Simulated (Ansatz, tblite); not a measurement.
# Ga13P13 zinc blende bond sphere (Ga13P13H30): spin-state energies by level

Aim: set other spin states of Ga13P13 zinc blende bond sphere (Ga13P13H30) against its singlet, on many levels of theory.

Program: Ansatz 0.2.0, Gaussian basis. Level of theory: as each input shows. These are calculated values, not measurements.

The runs, in order: triplet, at the geometry of the singlet (GFN1-xTB, GFN2-xTB, PBE0-D4/def2-TZVP, PBE-D4/def2-TZVP); the singlet's energies come from earlier runs.

1 further run of the same task is left out (set aside as unsound or not needed).

**1. The geometry**

The geometry is that of the singlet, from an earlier relaxation (PBE-D4/def2-SVP).

56 atoms, charge 0, spin multiplicity 1.

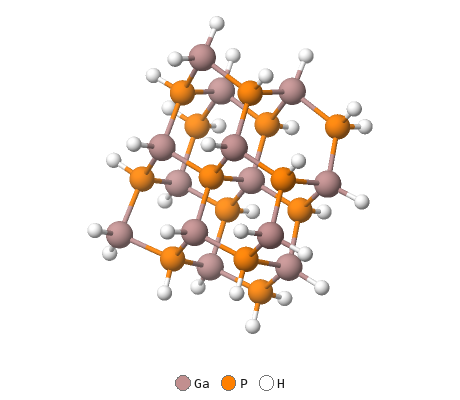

The structure; gallium pink, phosphorus orange, hydrogen white.

**2. Triplet at the fixed geometry, GFN1-xTB**

Tight binding, by tblite at 300 K electronic temperature and without a spin-polarisation term:

```python
tblite.interface.Calculator('GFN1-xTB', numbers, positions, charge=0, uhf=2).singlepoint()
```

Energy -1854.0463 eV; 1.1 s.

**3. Triplet at the fixed geometry, GFN2-xTB**

Tight binding, by tblite at 300 K electronic temperature and without a spin-polarisation term:

```python
tblite.interface.Calculator('GFN2-xTB', numbers, positions, charge=0, uhf=2).singlepoint()
```

Energy -1736.5617 eV; 1 s.

**4. Triplet at the fixed geometry, PBE0-D4/def2-TZVP**

The input, in.yaml:

```yaml
crystal:
  periodic: [false, false, false]
  atoms:
    - {symbol: Ga, position_ang: [-2.102519, -2.100851, -0.631110]}
    - {symbol: Ga, position_ang: [-2.189068, 0.794812, -3.476927]}
    - {symbol: Ga, position_ang: [-4.990299, 0.732907, -0.727955]}
    - {symbol: Ga, position_ang: [-2.099704, 0.633488, 2.102851]}
    - {symbol: Ga, position_ang: [-2.186271, 3.478705, -0.793752]}
    - {symbol: Ga, position_ang: [0.792035, -2.187988, -3.478228]}
    - {symbol: Ga, position_ang: [0.726541, -4.991061, -0.728457]}
    - {symbol: Ga, position_ang: [0.633553, -2.101576, 2.101102]}
    - {symbol: Ga, position_ang: [3.477024, -2.188338, -0.796777]}
    - {symbol: Ga, position_ang: [0.636761, 0.636723, -0.637627]}
    - {symbol: Ga, position_ang: [0.797408, 3.478120, 2.186272]}
    - {symbol: Ga, position_ang: [3.479684, 0.793922, 2.184834]}
    - {symbol: Ga, position_ang: [0.734099, 0.730349, 4.989834]}
    - {symbol: P, position_ang: [-3.373658, -0.586257, -1.978903]}
    - {symbol: P, position_ang: [-0.589387, -3.372377, -1.980255]}
    - {symbol: P, position_ang: [-0.681518, -0.679106, -4.647213]}
    - {symbol: P, position_ang: [-0.707629, -0.707579, 0.708304]}
    - {symbol: P, position_ang: [-0.743558, 2.005582, -2.005647]}
    - {symbol: P, position_ang: [-3.370836, 1.982356, 0.589166]}
    - {symbol: P, position_ang: [-0.583971, 1.981573, 3.372433]}
    - {symbol: P, position_ang: [-0.675724, 4.648098, 0.677779]}
    - {symbol: P, position_ang: [2.004200, -0.743848, -2.006834]}
    - {symbol: P, position_ang: [1.980578, -3.372912, 0.585994]}
    - {symbol: P, position_ang: [1.983262, -0.587539, 3.370845]}
    - {symbol: P, position_ang: [4.648027, -0.679093, 0.674890]}
    - {symbol: P, position_ang: [2.006692, 2.005007, 0.741397]}
    - {symbol: H, position_ang: [-3.039803, -3.037793, 0.221404]}
    - {symbol: H, position_ang: [-2.984215, 1.712060, -4.479280]}
    - {symbol: H, position_ang: [-5.776010, -0.235128, 0.241132]}
    - {symbol: H, position_ang: [-5.672115, 1.742985, -1.737475]}
    - {symbol: H, position_ang: [-3.037066, -0.217597, 3.041040]}
    - {symbol: H, position_ang: [-2.981514, 4.481462, -1.710474]}
    - {symbol: H, position_ang: [1.708443, -2.983391, -4.481159]}
    - {symbol: H, position_ang: [-0.243266, -5.771647, 0.242985]}
    - {symbol: H, position_ang: [1.733645, -5.677809, -1.737458]}
    - {symbol: H, position_ang: [-0.217606, -3.038835, 3.039341]}
    - {symbol: H, position_ang: [4.478805, -2.983448, -1.714686]}
    - {symbol: H, position_ang: [1.715601, 4.480405, 2.980430]}
    - {symbol: H, position_ang: [4.482886, 1.711132, 2.978954]}
    - {symbol: H, position_ang: [-0.234800, -0.238284, 5.774988]}
    - {symbol: H, position_ang: [1.744318, 1.739455, 5.671997]}
    - {symbol: H, position_ang: [-4.157128, -1.414193, -2.848350]}
    - {symbol: H, position_ang: [-1.418505, -4.154525, -2.849766]}
    - {symbol: H, position_ang: [-1.460083, -1.456758, -5.562073]}
    - {symbol: H, position_ang: [0.064389, 0.066686, -5.615628]}
    - {symbol: H, position_ang: [0.110106, 2.818856, -2.820186]}
    - {symbol: H, position_ang: [-4.152370, 2.852933, 1.417747]}
    - {symbol: H, position_ang: [-1.411416, 2.851914, 4.155419]}
    - {symbol: H, position_ang: [-1.451826, 5.565502, 1.454902]}
    - {symbol: H, position_ang: [0.071468, 5.614086, -0.069864]}
    - {symbol: H, position_ang: [2.817758, 0.109620, -2.821317]}
    - {symbol: H, position_ang: [2.850887, -4.155338, 1.414024]}
    - {symbol: H, position_ang: [2.853853, -1.415965, 4.152528]}
    - {symbol: H, position_ang: [5.565729, -1.455816, 1.451045]}
    - {symbol: H, position_ang: [5.613728, 0.067966, -0.073251]}
    - {symbol: H, position_ang: [2.820394, 2.818380, -0.112976]}
basis:
  gaussian: {orbitals: def2-TZVP, fitting: {mean_field: def2-universal-jkfit}}
magnetization: {spin_polarized: true, initial_magnetization: 2}
hamiltonian: {xc: pbe0, dispersion: d4}
scf: {omitted_lower_state_checks: [starts]}
output: {orbitals: {seedname: orbitals}}
```

On the command line:

```sh
> ansatz run in.yaml --threads 11 --pin off --events-out ev --progress --plain --max-ram 174080MiB --backend cuda --devices 0, --max-vram 75GiB
```

Output:

```text
Functional definition: PBE0
  name "PBE0"
  cite "Adamo & Barone, J. Chem. Phys. 110, 6158 (1999) doi:10.1063/1.478522"
  cite "Perdew, Burke & Ernzerhof, Phys. Rev. Lett. 77, 3865 (1996) doi:10.1103/PhysRevLett.77.3865"
  parent pbe
  parameter a = 0.25
  parameter kappa = 0.804
  parameter beta = 0.06672455060314922
  exchange = (1 - a)*pbe_x(kappa = kappa, mu = beta*pi^2/3) + a*exact_x
  correlation = pbe_c(beta = beta)
these checks for a lower state are left out or cut short: starts
5662 factors; integrals over basis functions are off by at most 6.1e-1 eV
mean field evaluation 1: about -802031.5768 eV, gradient 6.2e1 eV
mean field evaluation 2: about -802025.6612 eV, gradient 8.4e1 eV
mean field evaluation 4: about -802040.5429 eV, gradient 1.0e1 eV
mean field evaluation 8: about -802041.2428 eV, gradient 9.2e-1 eV
mean field evaluation 16: about -802041.2581 eV, gradient 4.2e-2 eV
mean field evaluation 32: about -802041.2649 eV, gradient 5.5e-2 eV
mean field -802041.26631092 eV, -29474.4728938303 hartree, gradient 2.7e-6 eV, S^2 2.005894; 0 other end points of the search recorded, 0 dependent functions left out
reference -802041.26640592 eV, -29474.4728973215 hartree; 315, 313 occupied and 970, 972 virtual orbitals, 5662 factors
Total energy: -802046.39185941 eV, -29474.6612542630 hartree
Checks for a lower state left out: starts
```

Run time: 96 s. Hardware: 1 × H100 with 11 threads of AMD EPYC 7R13, shared host; peak host memory 2.4 GiB.

From the report: HOMO -2.36 eV, LUMO -6.10 eV (over both spins; with the spin held, an empty level of the minority spin lies below the top filled one); ⟨S²⟩ 2.006 (pure: 2.00).

**5. Triplet at the fixed geometry, PBE-D4/def2-TZVP**

start.molden holds the orbitals of an earlier run on this state, given as this run's starting guess.

Changes to in.yaml since step 4:

```diff
@@ -60,5 +60,5 @@
 basis:
-  gaussian: {orbitals: def2-TZVP, fitting: {mean_field: def2-universal-jkfit}}
+  gaussian: {orbitals: def2-TZVP, fitting: {mean_field: def2-universal-jkfit}, initial_orbitals: start.molden}
 magnetization: {spin_polarized: true, initial_magnetization: 2}
-hamiltonian: {xc: pbe0, dispersion: d4}
+hamiltonian: {xc: pbe, dispersion: d4}
 scf: {omitted_lower_state_checks: [starts]}
```

The command is unchanged.

Output:

```text
Functional definition: PBE
  name "PBE"
  cite "Perdew, Burke & Ernzerhof, Phys. Rev. Lett. 77, 3865 (1996) doi:10.1103/PhysRevLett.77.3865"
  parent pbe
  parameter kappa = 0.804
  parameter beta = 0.06672455060314922
  exchange = pbe_x(kappa = kappa, mu = beta*pi^2/3)
  correlation = pbe_c(beta = beta)
these checks for a lower state are left out or cut short: starts
5662 factors; integrals over basis functions are off by at most 6.1e-1 eV
mean field evaluation 1: about -802014.9762 eV, gradient 2.6e1 eV
mean field evaluation 2: about -802016.1347 eV, gradient 1.3e0 eV
mean field evaluation 4: about -802016.1676 eV, gradient 2.2e-1 eV
mean field evaluation 8: about -802016.1736 eV, gradient 1.7e-3 eV
mean field evaluation 16: about -802016.1749 eV, gradient 1.2e-2 eV
mean field -802016.17490703 eV, -29473.5508017450 hartree, gradient 2.2e-6 eV, S^2 2.001869; 0 other end points of the search recorded, 0 dependent functions left out
reference -802016.17503506 eV, -29473.5508064498 hartree; 315, 313 occupied and 970, 972 virtual orbitals, 5662 factors
Total energy: -802021.77050603 eV, -29473.7564362152 hartree
Checks for a lower state left out: starts
```

Wall time 45 s (1 × H100 with 11 threads of AMD EPYC 7R13, shared host); peak host memory 2.3 GiB.

Report: HOMO -2.13 eV, LUMO -6.07 eV (over both spins; with the spin held, an empty level of the minority spin lies below the top filled one); ⟨S²⟩ 2.002 (pure: 2.00).

**6. Triplet less singlet, vertical**

The singlet's energies are those of its earlier runs, whose logs aren't repeated here.

```csv
level,"triplet less singlet, vertical (kJ/mol)",time
GFN1-xTB,+396.5,1.8 s
GFN2-xTB,+361.3,1.6 s
PBE-D4/def2-TZVP,+377.8,57 s
PBE0-D4/def2-TZVP,+451.3,1.9 min
```

Times add the two runs; a level without a time comes out of a correlated run. Tight binding without a spin term can't rank spin states.

**7. What came out**

```
                                                quantity                                       value
triplet less singlet, vertical, functionals in def2-TZVP  +377.8 (PBE-D4) to +451.3 kJ/mol (PBE0-D4)
```

**Reading.** All functionals put the triplet above the singlet, over a spread of 73.5 kJ/mol. The checks for a lower triplet were left out, so another state of that spin may lie lower. These are electronic energies, without zero-point motion, entropy or surroundings.
